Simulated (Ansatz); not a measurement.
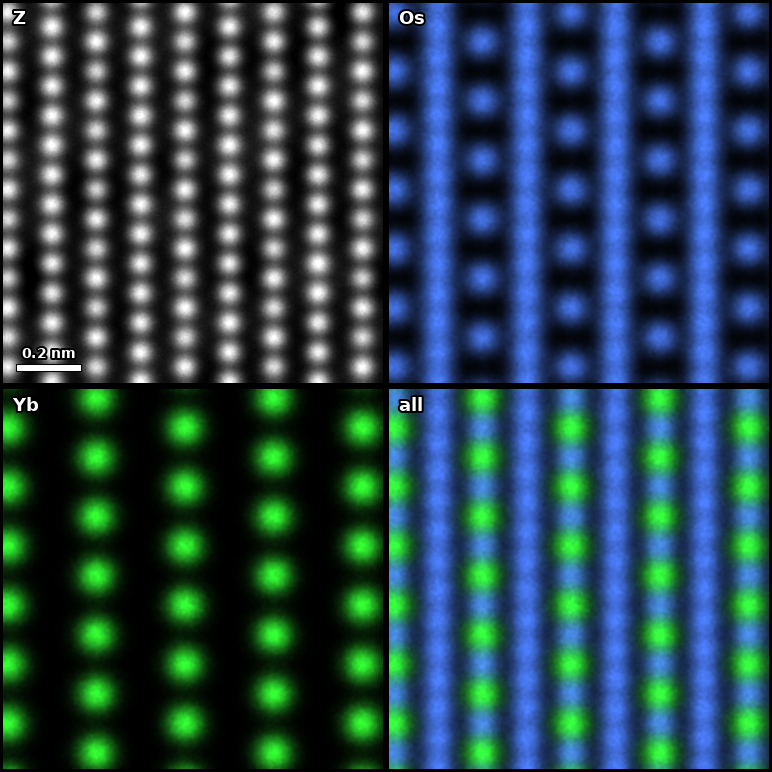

A crystal along [221]. Panel Z: Simulated incoherent Z contrast: every atom adds Z^1.7 spread by a probe of 0.58 Å full width; channelling and multiple scattering are left out. Shot noise and the speckle of an amorphous layer were added. The other panels are simulated element maps (the number of atoms of one element along the beam, blurred by 0.9 Å, with counting noise; each on its own scale, no channelling); the last overlays them.

Describe the distribution of the elements over the columns.

Answer. The projected cell (1.87 × 2.95 Å, 108°) holds 4 columns: 3 of Os and 1 of Yb. No column is shared by two of the mapped elements. The brightest columns of the Z-contrast image hold Os.

The crystal is YbOs$_{3}$ (Pm-3m, No. 221). Atomic positions: the input geometry of an electronic-structure calculation (not necessarily at equilibrium); the starting structure was generated, so it need not be a known form of this composition.
